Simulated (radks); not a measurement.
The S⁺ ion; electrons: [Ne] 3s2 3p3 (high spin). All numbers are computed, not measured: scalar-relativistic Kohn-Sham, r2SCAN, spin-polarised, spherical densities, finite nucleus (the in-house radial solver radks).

```
Z 16
configuration [Ne] 3s2 3p3
relativity scalar-relativistic
functional r2scan,r2scan
spin polarised
nucleus finite rms 3.2611 fm
c 137.035999084
```

Wanted: the number of electrons inside radius r (solid) and the radial density 4πr²ρ (dashed).

The count levels off at 15 electrons. Half of them lie within 0.507 bohr, 90 % within 2.06 bohr and 99 % within 3.37 bohr. The radial density has minima at 0.164 and 1.01 bohr, where the count stands at 2.2 and 10.3; these part the shells that the density resolves.

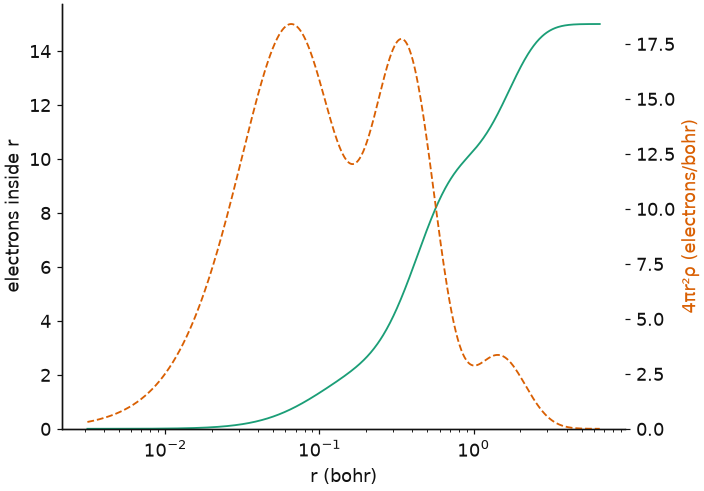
